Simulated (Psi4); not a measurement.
**P2H2 (phosphanylidenephosphane) at CCSD/6-311+G(d,p) (sweep point 7)**

Aim: the energy change on altering one bond length of P2H2 (phosphanylidenephosphane) at CCSD/6-311+G** (sweep point 7), from 2 runs. 

The results are computed with Psi4 1.11.

### 1 The structure to begin with

P2H2: 4 atoms, total charge 0, spin state singlet. SMILES: `[H]/P=P/[H]`. The coordinates come from a GFN2-xTB relaxation.

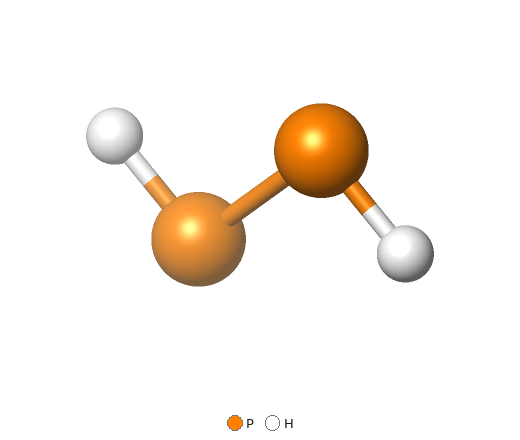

Viewed from a chosen angle; phosphorus orange, hydrogen white.

### 2 The energy at CCSD/6-311+G(d,p) (sweep point 7)

File job.dat:

```
memory 1600 mb

molecule system {
  0 1
  P     -0.024370    -1.003630     0.088350
  P      0.024420     1.003540    -0.088260
  H      1.037260    -1.067570     1.003320
  H     -1.037310     1.067660    -1.003410
  symmetry c1
}

set basis 6-311+G**
set puream true
set scf_type pk
set num_frozen_docc 10

energy_value, wavefunction = energy("ccsd", return_wfn=True)
print_variables()
```

Run with:

```sh
$ psi4 job.dat job.out -n 1
```

job.out:

```text
[...]
  Running in c1 symmetry.
[...]
  Nuclear repulsion =   76.759456495580409
[...]
  Multiplicity = 1
[...]
  Nalpha       = 16
  Nbeta        = 16
[...]
    Number of basis functions: 72
[...]
   @RHF iter   1:  -682.58747919536427   -4.47625e-01   3.93431e-03 DIIS/ADIIS
[...]
   @RHF iter  10:  -682.61487978161040   -5.22959e-12   9.80386e-09 DIIS
[...]
    Orbital Energies [Eh]
    ---------------------
    Doubly Occupied:
       1A    -79.968092     2A    -79.968077     3A     -7.511868
       4A     -7.511512     5A     -5.405134     6A     -5.404268
       7A     -5.403997     8A     -5.403851     9A     -5.403707
      10A     -5.403442    11A     -0.923517    12A     -0.728601
      13A     -0.495484    14A     -0.495242    15A     -0.369051
      16A     -0.357038
[...]
  @RHF Final Energy:  -682.61487978161040
   => Energetics <=
    Nuclear Repulsion Energy =             76.7594564955804088
    One-Electron Energy =               -1097.2429124423501889
    Two-Electron Energy =                 337.8685761651594248
    Total Energy =                       -682.6148797816103979
[...]
 Multipole Moments:
 ------------------------------------------------------------------------------------
     Multipole            Electronic (a.u.)      Nuclear  (a.u.)        Total (a.u.)
 ------------------------------------------------------------------------------------
 L = 1.  Multiply by 2.5417464519 to convert [e a0] to [Debye]
 Dipole X            :          0.0001371           -0.0000937            0.0000434
 Dipole Y            :         -0.0002028            0.0001686           -0.0000342
 Dipole Z            :          0.0002124           -0.0001686            0.0000438
 Magnitude           :                                                    0.0000705
[...]
      * MP2 total energy                      = -682.850968468906331
[...]
      * CCSD total energy                     = -682.883746919725581
[...]
```

Run time: 3.3 s. Hardware: 1 thread of Intel Xeon 6975P-C (Granite Rapids), shared host; peak memory 0.37 GiB.

### 3 The distorted shape at the same level

File input.inp:

```
memory 1.6 GB

molecule mol {
  0 1
  P     -0.873643    -0.952480    -0.643599
  P     -0.824853     1.054690    -0.820209
  H      1.037260    -1.067570     1.003320
  H     -1.886583     1.118810    -1.735359
  units angstrom
  symmetry c1
}

set globals {
  basis 6-311+G**
  puream true
  scf_type pk
  num_frozen_docc 10
}

energy_value, wavefunction = energy("ccsd", return_wfn=True)
```

Run with:

```sh
$ psi4 -n 1 input.inp input.out
```

input.out:

```text
[...]
  Running in c1 symmetry.
[...]
  Nuclear repulsion =   73.463398368637996
[...]
  Multiplicity = 1
[...]
  Nalpha       = 16
  Nbeta        = 16
[...]
    Number of basis functions: 72
[...]
   @RHF iter   1:  -682.44193248173838   -6.25576e-01   3.91487e-03 DIIS/ADIIS
[...]
   @RHF iter  13:  -682.47913181504362   -6.59384e-12   4.24528e-09 DIIS
[...]
    Orbital Energies [Eh]
    ---------------------
    Doubly Occupied:
       1A    -80.026274     2A    -79.990877     3A     -7.563810
       4A     -7.534189     5A     -5.455251     6A     -5.454507
       7A     -5.454485     8A     -5.426811     9A     -5.426200
      10A     -5.426041    11A     -0.931184    12A     -0.698955
      13A     -0.512851    14A     -0.424090    15A     -0.377007
      16A     -0.333016
[...]
  @RHF Final Energy:  -682.47913181504362
   => Energetics <=
    Nuclear Repulsion Energy =             73.4633983686379963
    One-Electron Energy =               -1089.8139636790842815
    Two-Electron Energy =                 333.8714334954026981
    Total Energy =                       -682.4791318150436155
[...]
 Multipole Moments:
 ------------------------------------------------------------------------------------
     Multipole            Electronic (a.u.)      Nuclear  (a.u.)        Total (a.u.)
 ------------------------------------------------------------------------------------
 L = 1.  Multiply by 2.5417464519 to convert [e a0] to [Debye]
 Dipole X            :         -1.5099241            0.7956082           -0.7143159
 Dipole Y            :          0.3932722           -0.0477549            0.3455174
 Dipole Z            :         -1.3341647            0.6856099           -0.6485548
 Magnitude           :                                                    1.0248184
[...]
      * MP2 total energy                      = -682.731634300581959
[...]
      * CCSD total energy                     = -682.779027460846009
[...]
```

Run time: 3.6 s. Hardware: 1 thread of Intel Xeon 6975P-C (Granite Rapids), shared host; peak memory 0.37 GiB.

### 4 Results

Level: CCSD/6-311+G** (sweep point 7), 10 core orbitals frozen.

| quantity | value |
| --- | --- |
| first shape: total energy | -682.88375 Eh |
| first shape: HOMO energy (Hartree–Fock orbitals) | -9.72 eV |
| first shape: LUMO energy (Hartree–Fock orbitals) | 0.00 eV |
| first shape: HOMO–LUMO gap (Hartree–Fock orbitals) | 9.71 eV |
| first shape: correlation energy (10 core orbitals frozen) | -268.9 mEh |
| first shape: T1 diagnostic | 0.015 |
| distorted shape: total energy | -682.77903 Eh |
| distorted shape: HOMO energy (Hartree–Fock orbitals) | -9.06 eV |
| distorted shape: LUMO energy (Hartree–Fock orbitals) | -0.45 eV |
| distorted shape: HOMO–LUMO gap (Hartree–Fock orbitals) | 8.61 eV |
| distorted shape: correlation energy (10 core orbitals frozen) | -299.9 mEh |
| distorted shape: T1 diagnostic | 0.031 |
| energy change with the P1–H3 bond stretched from 1.403 to 2.525 Å | 2.850 eV |

In words: One bond (distorted shape) is far stretched, which a spin-restricted single reference describes badly; a broken-symmetry solution may lie lower. With the P1–H3 bond stretched from 1.403 to 2.525 Å the energy rises by 2.85 eV (275 kJ/mol). The first shape isn't relaxed at this level, so the change isn't measured from a minimum. A restricted reference can't describe the breaking bond well at this length. The T1 diagnostic (distorted shape) of 0.031 is above the customary mark for such species, so a single reference may not serve.
